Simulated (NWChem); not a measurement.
# M06-2X/6-31G(d) (spherical functions) run of GeHF (SMILES [F][GeH])

What is the vertical ionisation energy of GeHF at M06-2X/6-31G* (spherical functions)? 

The calculation is run with NWChem 7.3.0.

**1. The structure to begin with**

The species is GeHF (3 atoms), meant as a singlet with charge 0. SMILES: `[F][GeH]`. The shape is that of a PBE0-D4/def2-TZVP optimisation.

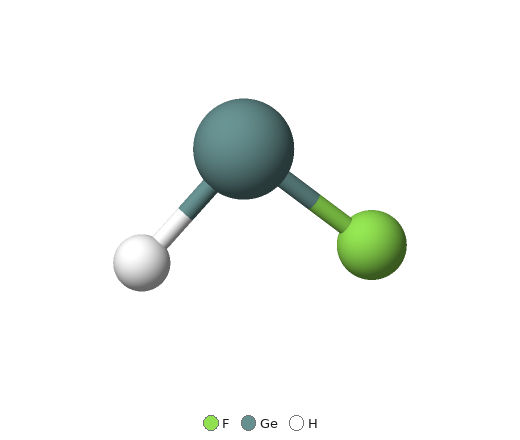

The structure, seen from a chosen angle (fluorine green, germanium teal, hydrogen white).

**2. The energy at M06-2X/6-31G(d) (spherical functions)**

a.nw reads:

```
echo
start a
title "FGeH energy"
memory stack 880 mb heap 220 mb global 1100 mb

geometry units au noautosym nocenter noautoz
F    1.27008493   1.91353667   0.88760436
Ge  -1.24325082   0.36887454  -0.63419209
H   -0.04762110  -2.40505444  -0.27854563
end

basis spherical bse
* library 6-31G*
end

dft
xc m06-2x
mult 1
grid xfine
convergence energy 1e-08
maxiter 100
mulliken
print low
end

task dft energy
```

Started as:

```bash
$ nwchem a.nw > a.out
```

What it wrote:

```text
[...]
 d= 0,ls=0.0,diis     1  -2177.0577200716 -2.28D+03  1.90D-02  4.68D-01     1.0
[...]
 d= 0,ls=0.0,diis     9  -2177.1120443218 -1.50D-09  1.16D-06  4.35D-09     6.8
         Total DFT energy =    -2177.112044321764
      One electron energy =    -3232.180391465018
           Coulomb energy =     1045.753341363893
    Exchange-Corr. energy =      -89.897634560464
 Nuclear repulsion energy =       99.212640339824
[...]
      Total Density - Mulliken Population Analysis
     ---------------------------------------------
    Atom       Charge   Shell Charges
 -----------   ------   -------------------------------------------------------
    1 F    9     9.47   2.00  0.92  3.27  1.05  2.22  0.01
    2 Ge  32    31.45   2.00  2.00  6.00  2.00  5.99  1.46  1.27  0.36  0.24  6.91  2.93  0.30
    3 H    1     1.08   0.49  0.59
[...]
```

Run time: 7.5 s. Hardware: 1 thread of Intel Xeon 6975P-C (Granite Rapids), shared host; peak memory 0.11 GiB.

**3. The doublet cation, same level**

fgeh.nw reads:

```
echo
start fgeh
title "FGeH energy"
memory total 2200 mb
charge 1

geometry noautosym nocenter noautoz
   F        0.672100       1.012600       0.469700
   Ge      -0.657900       0.195200      -0.335600
   H       -0.025200      -1.272700      -0.147400
end

basis "ao basis" spherical bse
   * library 6-31G*
end

dft
   xc m06-2x
   mult 2
   grid xfine
   convergence energy 1e-08
   maxiter 100
   mulliken
   noprint "final vectors analysis"
end

task dft energy
```

Started as:

```bash
$ nwchem fgeh.nw > fgeh.out
```

What it wrote:

```text
[...]
          Wavefunction type:  spin polarized.
          No. of atoms     :     3
          No. of electrons :    41
[...]
          Charge           :     1
          Spin multiplicity:     2
[...]
          AO basis - number of functions:    48
[...]
              XC Information
              --------------
                       M06-2X Method XC Functional
                     Hartree-Fock (Exact) Exchange  0.540
                        M06-2X Exchange Functional  1.000
                      M06-2X Correlation Potential  1.000
[...]
 d= 0,ls=0.0,diis     1  -2176.3591753879 -2.28D+03  1.88D-02  2.11D+00     1.3
[...]
 d= 0,ls=0.0,diis    12  -2176.7596249342 -4.67D-09  1.09D-06  5.68D-10    12.9
[...]
         Total DFT energy =    -2176.759624934200
      One electron energy =    -3218.835673444806
           Coulomb energy =     1032.441437037711
    Exchange-Corr. energy =      -89.578036070769
 Nuclear repulsion energy =       99.212647543663
[...]
      Total Density - Mulliken Population Analysis
     ---------------------------------------------
    Atom       Charge   Shell Charges
 -----------   ------   -------------------------------------------------------
    1 F    9     9.33   2.00  0.94  3.24  1.04  2.10  0.01
    2 Ge  32    30.87   2.00  2.00  6.00  2.00  5.99  1.47  1.11  0.12  0.05  6.92  2.92  0.29
    3 H    1     0.80   0.43  0.38
[...]
      <S2> =      0.7628 (Exact =     0.7500)
[...]
```

Wall time 14 s (1 thread of Intel Xeon 6975P-C (Granite Rapids), shared host); peak memory 0.12 GiB.

**4. Results**

At M06-2X/6-31G* (spherical functions):

```
                                          quantity           value
                        singlet GeHF: total energy  -2177.11204 Eh
                      doublet cation: total energy  -2176.75962 Eh
                              doublet cation: ⟨S²⟩           0.763
vertical ionisation energy (to the doublet cation)        9.590 eV
```

Removing an electron at fixed nuclei costs 9.59 eV (925 kJ/mol). Mulliken charges (doublet cation) run from -0.33 on F1 to +1.13 on Ge2; they depend strongly on the basis.
